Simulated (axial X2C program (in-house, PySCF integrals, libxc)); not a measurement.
# All-electron X2C curves of AsGe, part 2 of 2

Computed with an in-house X2C program for linear molecules on PySCF integrals; all-electron X2C, As dyall-cv3z, Ge dyall-cv3z.

## Step 9: PBE0, 2c

State followed: Ω = 3/2 (excess of +ω over −ω: ω = 3/2). The scan is laid around 2.245 Å, a first estimate of the minimum, and this SCF restarts from the orbitals of the search.

Output at 2.245 Å:

```text
two-component X2C + atomic mean field  PBE0
basis functions 211  fitting functions 1204  grid points 5802
iter        total energy     max residual
   1      -4357.740634766     6.70e-05
   2      -4357.740634775     4.45e-05
   3      -4357.740634791     2.28e-05
   4      -4357.740634796     1.72e-05
converged
one-electron -6563.22067658  Coulomb 2122.10802578  exact exchange -40.26337538  xc functional -123.75199280  nuclear repulsion 248.91364576  atomic mean-field constant -1.52626158
```

Along the bond, energies from the lowest point:

```
R (Å)  E (eV)  μ (D)  HOMO (eV)  LUMO (eV)  iterations
1.953  1.0366   0.28      -6.52      -4.97          26
2.043  0.4259   0.51      -6.58      -4.76          24
2.110  0.1654   0.68      -6.61      -4.62          21
2.178  0.0330   0.85      -6.46      -4.49          19
2.245  0.0000   1.03      -6.31      -4.37           4
2.324  0.0567   1.22      -6.15      -4.25          21
2.402  0.1874   1.40      -6.00      -4.14          19
2.503  0.4215   1.54      -5.84      -4.03          21
2.627  0.7403   1.60      -5.74      -3.94          20
2.806  1.1894   1.67      -5.70      -3.83          20
```

Dipoles are positive if Ge is the positive end.

Outer spinors at the reference distance:

```json
{"ω": "-3/2", "occupied": "yes", "ε (eV)": "-33.47", "atomic character": "100% Ge d", "λ mixture": "88% δ, 12% π"}
{"ω": "3/2", "occupied": "yes", "ε (eV)": "-33.46", "atomic character": "100% Ge d", "λ mixture": "87% δ, 13% π"}
{"ω": "-1/2", "occupied": "yes", "ε (eV)": "-33.32", "atomic character": "100% Ge d", "λ mixture": "62% π, 38% σ"}
{"ω": "1/2", "occupied": "yes", "ε (eV)": "-33.31", "atomic character": "100% Ge d", "λ mixture": "61% π, 39% σ"}
{"ω": "5/2", "occupied": "yes", "ε (eV)": "-32.96", "atomic character": "100% Ge d", "λ mixture": "100% δ"}
{"ω": "-5/2", "occupied": "yes", "ε (eV)": "-32.93", "atomic character": "100% Ge d", "λ mixture": "100% δ"}
{"ω": "3/2", "occupied": "yes", "ε (eV)": "-32.81", "atomic character": "100% Ge d", "λ mixture": "87% π, 13% δ"}
{"ω": "-3/2", "occupied": "yes", "ε (eV)": "-32.79", "atomic character": "100% Ge d", "λ mixture": "88% π, 12% δ"}
{"ω": "-1/2", "occupied": "yes", "ε (eV)": "-32.77", "atomic character": "100% Ge d", "λ mixture": "62% σ, 38% π"}
{"ω": "1/2", "occupied": "yes", "ε (eV)": "-32.77", "atomic character": "100% Ge d", "λ mixture": "61% σ, 39% π"}
{"ω": "1/2", "occupied": "yes", "ε (eV)": "-17.41", "atomic character": "60% As s, 23% Ge s, 9% Ge p", "λ mixture": "100% σ"}
{"ω": "-1/2", "occupied": "yes", "ε (eV)": "-16.65", "atomic character": "57% As s, 26% Ge s, 9% Ge p", "λ mixture": "100% σ"}
{"ω": "1/2", "occupied": "yes", "ε (eV)": "-12.40", "atomic character": "52% Ge s, 19% As p, 19% As s", "λ mixture": "100% σ"}
{"ω": "-1/2", "occupied": "yes", "ε (eV)": "-12.07", "atomic character": "49% Ge s, 22% As s, 18% As p", "λ mixture": "100% σ"}
{"ω": "-1/2", "occupied": "yes", "ε (eV)": "-7.01", "atomic character": "66% As p, 28% Ge p, 4% Ge d", "λ mixture": "98% π, 2% σ"}
{"ω": "3/2", "occupied": "yes", "ε (eV)": "-6.85", "atomic character": "65% As p, 30% Ge p, 4% Ge d", "λ mixture": "100% π"}
{"ω": "1/2", "occupied": "yes", "ε (eV)": "-6.82", "atomic character": "45% As p, 41% Ge p, 10% Ge s", "λ mixture": "99% σ, 1% π"}
{"ω": "-1/2", "occupied": "yes", "ε (eV)": "-6.63", "atomic character": "44% As p, 42% Ge p, 9% Ge s", "λ mixture": "98% σ, 2% π"}
{"ω": "1/2", "occupied": "yes", "ε (eV)": "-6.31", "atomic character": "57% As p, 38% Ge p, 3% Ge d", "λ mixture": "99% π, 1% σ"}
{"ω": "-3/2", "occupied": "no", "ε (eV)": "-4.37", "atomic character": "53% As p, 43% Ge p, 2% Ge d", "λ mixture": "100% π"}
{"ω": "-1/2", "occupied": "no", "ε (eV)": "-2.41", "atomic character": "63% Ge p, 26% As p, 6% As d", "λ mixture": "100% π"}
{"ω": "3/2", "occupied": "no", "ε (eV)": "-2.28", "atomic character": "62% Ge p, 26% As p, 6% As d", "λ mixture": "100% π"}
{"ω": "1/2", "occupied": "no", "ε (eV)": "-2.09", "atomic character": "55% Ge p, 34% As p, 6% Ge d", "λ mixture": "100% π"}
```

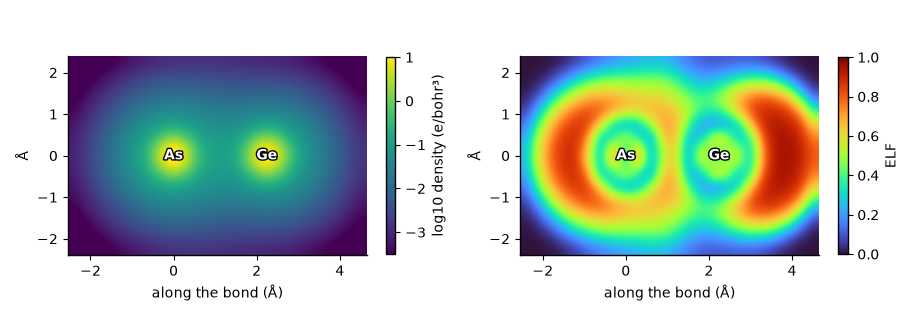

PBE0 fields in a plane through the axis, from a grid of 0.3 Å; As lies at z = 0 and Ge at z = 2.245 Å; the ELF is damped to zero where the density is low.

Re = 2.237 Å, ωe = 356 cm⁻¹, ωexe = 0.887 cm⁻¹, Be = 0.0905 cm⁻¹, De = 3.01 eV, μ = 1.01 D.

## Step 10: HF, 2c

Output at 2.245 Å:

```text
two-component X2C + atomic mean field  HF
basis functions 211  fitting functions 1204  grid points 5802
iter        total energy     max residual
   1      -4354.778768149     2.86e-01
   2      -4354.815958924     1.03e-02
   3      -4354.817487894     1.33e-02
   4      -4354.818086506     5.44e-03
   5      -4354.818579374     5.53e-03
   6      -4354.820293945     2.51e-02
   7      -4354.821366485     2.22e-02
   8      -4354.823072386     6.28e-03
   9      -4354.823286765     1.83e-03
  10      -4354.823324310     7.92e-04
  11      -4354.823339404     7.39e-04
  12      -4354.823343986     2.85e-04
  13      -4354.823344650     1.40e-04
  14      -4354.823344924     1.02e-04
  15      -4354.823345171     4.20e-05
  16      -4354.823345246     3.77e-05
  17      -4354.823345297     2.54e-05
  18      -4354.823345308     1.63e-05
  19      -4354.823345314     7.18e-06
  20      -4354.823345316     3.79e-06
  21      -4354.823345317     1.29e-06
converged
one-electron -6563.47221818  Coulomb 2122.55736274  exact exchange -161.29587405  xc functional 0.00000000  nuclear repulsion 248.91364576  atomic mean-field constant -1.52626158
```

Re = 2.335 Å, ωe = 248.0 cm⁻¹, ωexe = 0.627 cm⁻¹, Be = 0.08309 cm⁻¹, De = 0.901 eV, μ = 0.91 D.

## Step 11: TPSS, 2c

Output at 2.245 Å:

```text
two-component X2C + atomic mean field  TPSS
basis functions 211  fitting functions 1204  grid points 5802
iter        total energy     max residual
   1      -4358.204049698     6.52e-02
   2      -4358.206099912     1.45e-02
   3      -4358.206888823     1.73e-02
   4      -4358.207401767     1.14e-02
   5      -4358.207533495     9.22e-03
   6      -4358.207672376     8.24e-04
   7      -4358.207674932     2.11e-04
   8      -4358.207675407     3.68e-05
   9      -4358.207675468     4.34e-05
  10      -4358.207675494     1.20e-05
  11      -4358.207675496     3.29e-06
converged
one-electron -6562.27706226  Coulomb 2121.09861363  exact exchange 0.00000000  xc functional -164.41661105  nuclear repulsion 248.91364576  atomic mean-field constant -1.52626158
```

Re = 2.256 Å, ωe = 339 cm⁻¹, ωexe = 0.744 cm⁻¹, Be = 0.08901 cm⁻¹, De = 3.20 eV, μ = 0.90 D.

## Step 12: MP2 and beyond, 2c

Correlated methods: 9 electrons correlated (frozen shells, counted by type: As 3 s, 2 p, 1 d; Ge 3 s, 2 p, 1 d), 269 virtual spinors in MP2, 90 natural virtuals in coupled cluster.

Output of the correlated part at 2.245 Å:

```text
correlated 9  virtual 269  natural virtual 90  E(MP2) -0.176242281  MP2 remainder -0.005320438
iter   CCSD correlation   residual
   1     -0.190203359   1.38e-01
   2     -0.199672263   7.52e-02
   3     -0.202987324   4.79e-02
   4     -0.206275702   3.27e-02
   5     -0.207158386   1.35e-02
   6     -0.207582204   4.63e-03
   7     -0.207635003   1.79e-03
   8     -0.207628188   8.67e-04
   9     -0.207630651   4.79e-04
  10     -0.207626116   2.15e-04
  11     -0.207628182   8.21e-05
  12     -0.207628659   2.97e-05
  13     -0.207629047   1.24e-05
  14     -0.207629208   4.96e-06
  15     -0.207629333   2.58e-06
  16     -0.207629420   1.39e-06
  17     -0.207629464   7.58e-07
  18     -0.207629492   4.11e-07
  19     -0.207629502   1.98e-07
(T) -0.012495939  T1 0.1084  D1 0.2468  max T2 0.121
```

MP2: No constants are quoted: the reference is strongly spin-contaminated.

CCSD: Re = 2.244 Å, ωe = 350 cm⁻¹, ωexe = 1.31 cm⁻¹, Be = 0.09 cm⁻¹, De = 2.51 eV. T1 at Re = 0.077 (Lee–Taylor, the printed value over √2).

CCSD(T): Re = 2.249 Å, ωe = 353 cm⁻¹, ωexe = 0.983 cm⁻¹, Be = 0.08958 cm⁻¹, De = 2.72 eV. T1 at Re = 0.077 (Lee–Taylor, the printed value over √2).

## Step 13: A higher determinant, 2c

State: Ω = 1/2 (excess of +ω over −ω: ω = 1/2).

Output at the reference distance:

```text
two-component X2C + atomic mean field  PBE0
basis functions 211  fitting functions 1204  grid points 5802
iter        total energy     max residual
   1      -4357.735503225     6.52e-05
   2      -4357.735503281     5.05e-05
   3      -4357.735503346     3.12e-05
   4      -4357.735503357     3.28e-05
   5      -4357.735503370     1.55e-05
   6      -4357.735503373     1.08e-05
converged
one-electron -6563.13311160  Coulomb 2122.02382841  exact exchange -40.26310440  xc functional -123.75049997  nuclear repulsion 248.91364576  atomic mean-field constant -1.52626158
```

```
R (Å)  E above the lowest PBE0 point (eV)
1.953                               0.722
2.043                               0.381
2.110                               0.304
2.178                               0.174
2.245                               0.140
2.324                               0.194
2.402                               0.322
2.503                               0.551
2.627                               0.865
```

No constants are quoted: the solution changes its character somewhere along the scan, so the fit is set aside.

## Step 14: The 2c curves together

Energy (eV) of the followed determinant, 2c, from each level's lowest point:

```csv
R (Å),PBE0,HF,MP2 (spin-contaminated),CCSD,CCSD(T),TPSS
1.953,1.037,1.191,0.858,n/a,n/a,1.104
2.043,0.426,0.568,0.222,0.471,0.498,0.478
2.110,0.165,0.295,0.023,0.185,0.202,0.203
2.178,0.033,0.129,0.000,0.041,0.048,0.053
2.245,0.000,0.038,0.044,0.000,0.000,0.000
2.324,0.057,0.000,0.135,0.047,0.043,0.032
2.402,0.187,0.017,0.251,0.163,0.160,0.138
2.503,0.422,0.096,0.424,0.369,0.378,0.348
2.627,0.740,0.245,0.664,n/a,n/a,0.670
2.806,1.189,0.486,1.066,n/a,n/a,1.161
```

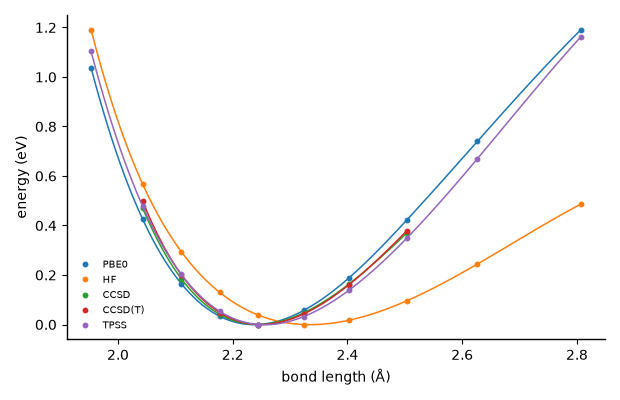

Curves of the followed state, 2c, each from its own lowest point. Left out: MP2.

Time for the job: 3.8 min (1 thread of Arm Neoverse V1, shared host); peak memory 0.65 GiB.

## Step 15: What came out

The summary covers parts 1 to 2.

Lowest determinant that the search found at its distance, spin-free: M_S = 1/2, Λ = 1 (beyond closed shells: π+α, π+β, π-α).

Lowest determinant that the search found at its distance, 2c: Ω = 3/2 (excess of +ω over −ω: ω = 3/2).

```tsv
Hamiltonian	level	Re (Å)	ωe (cm⁻¹)	De (eV)	μ (D)
spin-free	PBE0	2.237	356	2.95	1.01
spin-free	HF	2.335	249.3	0.868	0.90
spin-free	CCSD	2.244	350	2.46	n/a
spin-free	CCSD(T)	2.249	353	2.67	n/a
spin-free	TPSS	2.256	339	3.14	0.91
2c	PBE0	2.237	356	3.01	1.01
2c	HF	2.335	248.0	0.901	0.91
2c	CCSD	2.244	350	2.51	n/a
2c	CCSD(T)	2.249	353	2.72	n/a
2c	TPSS	2.256	339	3.20	0.90
```

Dipoles are positive if Ge is the positive end. No constants: spin-free MP2 (the reference is strongly spin-contaminated); 2c MP2 (the reference is strongly spin-contaminated). Spin-free ⟨S²⟩ is off its pure value at HF 1.32.

Time per point (s) on 1 thread of Arm Neoverse V1, shared host (2c runs; CCSD comes with the CCSD(T) run); the times are rough: PBE0 1.7, HF 1.5, CCSD(T) 5.6, TPSS 1.5.

At CCSD(T), going from spin-free to two-component changes Re by 0 mÅ, ωe by 0.0 %; the spin-free picture holds up (part of it comes from the scalar share of the two-electron terms). De moves by +0.05 eV; both De rest on single-determinant atoms, which can miss part of an open shell's spin–orbit lowering.

De refers to As + Ge, each in the lowest determinant found, which need not be this curve's own limit. Each curve is one determinant whose occupation by symmetry is held fixed; it was picked as the lowest of a PBE0 search that is not exhaustive. De is counted from the lowest determinant-based energies of the atoms at the same level, without counterpoise correction. Density functionals use the spin component along the axis (collinear). Coupled cluster ran in a truncated set of natural virtual spinors; the MP2 energy of the rest was added. The meta-GGAs lack a current-density term, which matters for open shells with orbital currents, atoms included. At some level an empty orbital lies below a filled one. The spin-free determinant is spin-contaminated at some levels. With the outer-core shells frozen, correlated bond lengths of heavy atoms tend to come out a few hundredths of an ångström too long. T1 at Re is 0.077 (Lee–Taylor), above the customary mark of 0.02.
